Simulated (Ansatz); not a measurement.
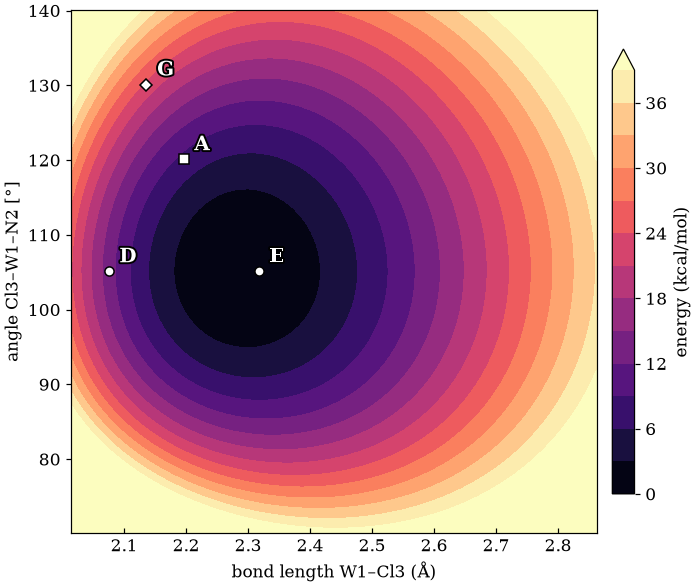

WNCl3. First axis: bond length W1–Cl3. Second axis: angle Cl3–W1–N2. Nothing is relaxed (all other coordinates rigid). Grid: 15 × 15 points. Energies are in kcal/mol, from the relaxed molecule at the same level. Method: RHF/def2-SVP in Ansatz.

In the figure: filled contours, one colour for all values above the top of the scale, lettered points. Between grid points the surface is interpolated.

> Is E the lowest point of the computed grid?

Yes. E, at bond length W1–Cl3 = 2.317 Å, angle Cl3–W1–N2 = 105.1°, has the lowest energy of the grid.

> What kind of point is each of A, D, E, G: minimum, saddle, maximum or slope?

A: on a slope; D: on a slope; E: minimum; G: on a slope. (In these two coordinates alone; a stationary point may lie a little off the grid point.)
